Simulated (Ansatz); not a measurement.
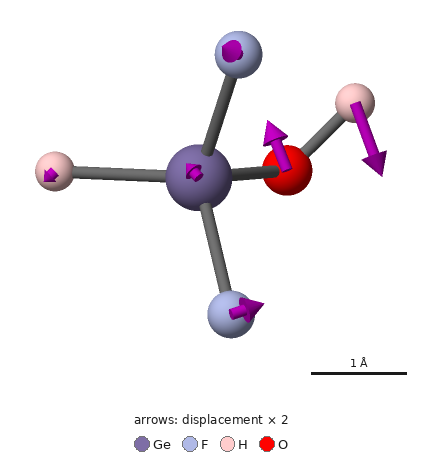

This is a relaxation of GeH₂OF₂. The starting structure is drawn; purple arrows show the displacements, 2 times their true length. The two geometries are superimposed by the best rigid fit.

A ball-and-stick model, seen from a free direction.

The run prepares the start of a later molecular dynamics calculation, from a guessed geometry.

Theory: RKS revPBE-D4/def2-SVP (Ansatz).

The input:
```yaml
crystal:
  periodic: [false, false, false]
  atoms:
    - { symbol: Ge, position_ang: [0.0, 0.0, 0.0] }
    - { symbol: F, position_ang: [0.0, 0.0, 1.68] }
    - { symbol: H, position_ang: [1.4616, 0.0, -0.5162] }
    - { symbol: F, position_ang: [-0.7913, 1.3709, -0.5594] }
    - { symbol: O, position_ang: [-0.8337, -1.4443, -0.5894] }
    - { symbol: H, position_ang: [-1.2883, -1.91, 0.183] }
basis:
  gaussian: { orbitals: def2-SVP }
hamiltonian:
  xc: revpbe
  dispersion: d4
relax:
  f_tol: 0.02
  max_steps: 40
```

Command:
```bash
ansatz run input.yaml --threads 1 --pin off --max-ram 2048MiB --backend cpu --events-out ev --progress --plain --runs-dir out
```

Which element moves most?

Answer. Hydrogen: up to 0.42 Å, against 0.29 Å for oxygen.

Describe the change and its energy.

Answer. Over 7 geometry steps the energy falls by 24.2 kJ/mol. The largest force component goes from 2.5 to 0.0088 eV/Å. The atom that moves furthest after the best rigid fit is H6 (0.42 Å). By element the largest moves are H 0.42 Å, O 0.29 Å, F 0.20 Å, Ge 0.11 Å. Among the contacts that change: Ge1–F2 1.680 → 1.753 Å, O5–H6 1.010 → 0.977 Å, Ge1–H3 1.550 → 1.534 Å, Ge1–O5 1.769 → 1.773 Å. Among the angles between lasting bonds that change: F2–Ge1–F4 109.5° → 103.5°, F2–Ge1–H3 109.5° → 111.9°. Groups turn about Ge1–O5 by about 50°.
